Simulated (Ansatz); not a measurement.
# CH2FNO2Si: Born-Oppenheimer dynamics

What does CH2FNO2Si do in its first 20 fs with a Nosé-Hoover thermostat, with the temperature set to 300 K?

Computed with Ansatz 0.2.0, Gaussian basis. Level: revPBE/def2-SVP.

### 1 Structure used throughout

An earlier PBE0-D4 in a triple-zeta def2 set relaxation fixed the geometry.

SMILES `O=C1N[Si]1(O)F`, 8 atoms, charge 0, spin multiplicity 1.

Atoms are counted from 1 here; the program's logs count them from 0.

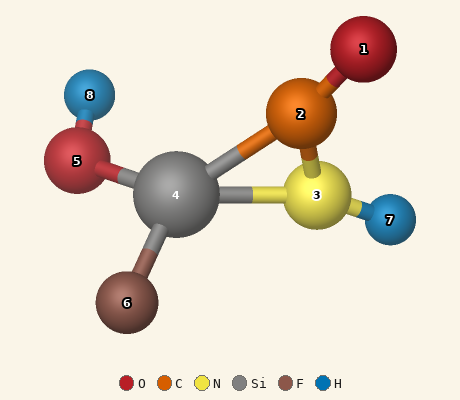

The geometry (oxygen red, carbon orange, nitrogen yellow, silicon grey, fluorine brown, hydrogen blue); atoms are numbered from 1 in the order of the file.

### 2 The run

Input file in.yaml:

```yaml
crystal:
  periodic: [false, false, false]
  atoms:
    - {symbol: O, position_ang: [1.986855, 1.097831, 0.977272]}
    - {symbol: C, position_ang: [0.987347, 0.562360, 0.613655]}
    - {symbol: N, position_ang: [0.566886, -0.768993, 0.556582]}
    - {symbol: Si, position_ang: [-0.694667, 0.207879, -0.042980]}
    - {symbol: O, position_ang: [-1.223704, 0.099183, -1.567627]}
    - {symbol: F, position_ang: [-2.019562, 0.307373, 0.806261]}
    - {symbol: H, position_ang: [1.056851, -1.601878, 0.866192]}
    - {symbol: H, position_ang: [-0.567707, 0.039146, -2.265056]}
basis:
  gaussian: {orbitals: def2-SVP}
hamiltonian: {xc: {name: revPBE}}
md: {timestep: 1 fs, n_steps: 20, ensemble: nvt_nose_hoover, temperature: 300, initial_velocities: maxwell_boltzmann, seed: 786}
```

The run is started by

```sh
$ ansatz run in.yaml --threads 4 --pin off --events-out ev --progress --plain --max-ram 10444MiB
```

The log of the run (excerpt; [...] marks lines left out):

```text
Functional definition: revPBE
  name "revPBE"
  cite "Zhang & Yang, Phys. Rev. Lett. 80, 890 (1998) doi:10.1103/PhysRevLett.80.890"
  cite "Perdew, Burke & Ernzerhof, Phys. Rev. Lett. 77, 3865 (1996) doi:10.1103/PhysRevLett.77.3865"
[...]
1076 factors; their error is unknown
[...]
mean field -17235.94604215 eV, -633.4093341052 hartree, gradient 3.1e-5 eV, S^2 0.000000; 0 other end points of the search recorded, 0 dependent functions left out
[...]
reference -17235.94607753 eV, -633.4093354054 hartree; 27, 27 occupied and 71, 71 virtual orbitals, 1076 factors
md step     0: t =     0.00 fs  T =   300.0 K  F+E_penalty+E_count = -17235.94604215 eV  E_kin = 0.232668 eV  conserved = -17235.71337415 eV  (30 SCF iters)
[...]
md step     5: t =     5.00 fs  T =   286.6 K  F+E_penalty+E_count = -17235.93504185 eV  E_kin = 0.222251 eV  conserved = -17235.71278849 eV  (35 SCF iters)
[...]
md step    10: t =    10.00 fs  T =   297.6 K  F+E_penalty+E_count = -17235.94401376 eV  E_kin = 0.230814 eV  conserved = -17235.71324078 eV  (34 SCF iters)
[...]
md step    15: t =    15.00 fs  T =   259.2 K  F+E_penalty+E_count = -17235.91261097 eV  E_kin = 0.201016 eV  conserved = -17235.71172958 eV  (34 SCF iters)
[...]
md step    19: t =    19.00 fs  T =   312.6 K  F+E_penalty+E_count = -17235.95618352 eV  E_kin = 0.242415 eV  conserved = -17235.71405035 eV  (34 SCF iters)
[...]
md step    20: t =    20.00 fs  T =   288.2 K  F+E_penalty+E_count = -17235.93525755 eV  E_kin = 0.223480 eV  conserved = -17235.71209967 eV  (31 SCF iters)
Total energy: -17235.93529292 eV, -633.4089390782 hartree
Atom 0 at     2.042198     1.135465     0.958827 Å, force    -0.698229    -0.759002     0.074367 eV/Å
Atom 1 at     1.016884     0.541434     0.683254 Å, force     0.433576     0.168755    -0.369248 eV/Å
Atom 2 at     0.519178    -0.796732     0.687107 Å, force     0.388280     1.342260    -0.506778 eV/Å
Atom 3 at    -0.662871     0.227928    -0.098272 Å, force    -1.696979     0.154458     0.263850 eV/Å
Atom 4 at    -1.296795     0.111928    -1.676952 Å, force     1.037128     0.146549     0.266139 eV/Å
Atom 5 at    -2.029849     0.257083     0.860848 Å, force     0.609341     0.068236    -0.821772 eV/Å
Atom 6 at     1.027700    -1.640791     0.896538 Å, force     0.484344    -0.929133     0.392231 eV/Å
Atom 7 at    -0.637889     0.302502    -2.398805 Å, force    -0.557462    -0.192122     0.701211 eV/Å
Dipole moment:     0.127320    -0.395946    -0.489645 e Å
```

It took 21 s on 4 threads of Arm Neoverse V1, shared host.

### 3 The trajectory

Step by step, with energies from the first frame:

| time (fs) | T (K) | potential (meV) | conserved (meV) | C2–N3 (Å) |
| --- | --- | --- | --- | --- |
| 0.0 | 300 | 0.0 | 0.00 | 1.397 |
| 1.0 | 302 | -1.3 | 0.60 | 1.405 |
| 2.0 | 301 | 0.6 | 1.14 | 1.412 |
| 3.0 | 303 | -1.7 | 0.55 | 1.420 |
| 4.0 | 300 | -0.1 | 0.19 | 1.427 |
| 5.0 | 287 | 11.0 | 0.59 | 1.436 |
| 6.0 | 269 | 25.8 | 1.57 | 1.446 |
| 7.0 | 265 | 29.4 | 2.19 | 1.456 |
| 8.0 | 283 | 13.8 | 0.94 | 1.466 |
| 9.0 | 303 | -2.8 | -0.68 | 1.476 |
| 10.0 | 298 | 2.0 | 0.13 | 1.484 |
| 11.0 | 281 | 16.8 | 1.80 | 1.491 |
| 12.0 | 278 | 18.3 | 1.37 | 1.495 |
| 13.0 | 285 | 11.9 | 0.02 | 1.495 |
| 14.0 | 278 | 17.1 | 0.09 | 1.493 |
| 15.0 | 259 | 33.4 | 1.64 | 1.488 |
| 16.0 | 255 | 38.1 | 2.65 | 1.480 |
| 17.0 | 280 | 17.1 | 1.23 | 1.470 |
| 18.0 | 311 | -8.8 | -0.83 | 1.457 |
| 19.0 | 313 | -10.1 | -0.68 | 1.443 |
| 20.0 | 288 | 10.8 | 1.27 | 1.428 |

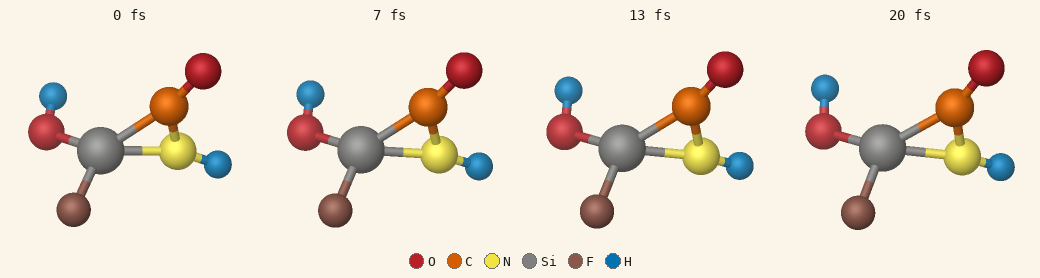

Four frames; sticks are those of the first frame.

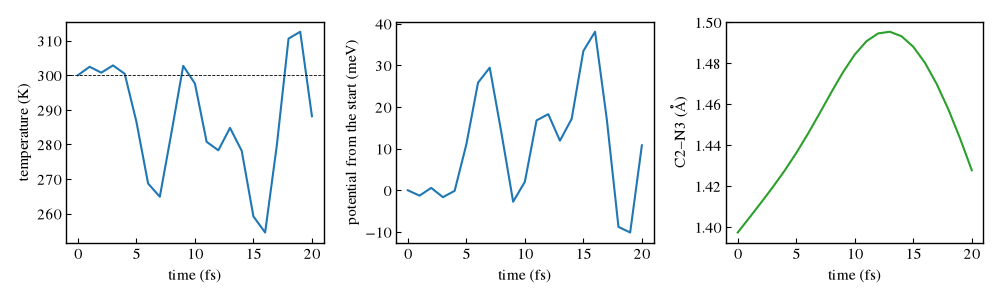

Temperature (the set value dashed), potential energy and the bond that swings most.

Positions (Å) and forces (eV/Å) at 20.0 fs:

```xyz
8

O     2.042    1.135    0.959   -0.698   -0.759    0.074
C     1.017    0.541    0.683    0.434    0.169   -0.369
N     0.519   -0.797    0.687    0.388    1.342   -0.507
Si   -0.663    0.228   -0.098   -1.697    0.154    0.264
O    -1.297    0.112   -1.677    1.037    0.147    0.266
F    -2.030    0.257    0.861    0.609    0.068   -0.822
H     1.028   -1.641    0.897    0.484   -0.929    0.392
H    -0.638    0.303   -2.399   -0.557   -0.192    0.701
```

### 4 Summary of results

```
                              quantity                          value
                                length             20 steps of 1.0 fs
     temperature, first and last frame                     300, 288 K
              temperature, second half  mean 284 K, from 255 to 313 K
                swing of the potential                         48 meV
largest change of the conserved energy                       2.65 meV
                        range of C2–N3               1.397 to 1.495 Å
```

What this shows: From 300 K at the start the temperature swings between 255 and 313 K: with 8 atoms it has no steady value yet; energy flows between kinetic and potential parts, and any thermostat adds or takes heat. The conserved energy moves by 2.65 meV, 5.5 % of the potential's swing. C2–N3 swings as far as any bond, by 0.10 Å; no bond breaks. A run of 20 fs gives no averages.
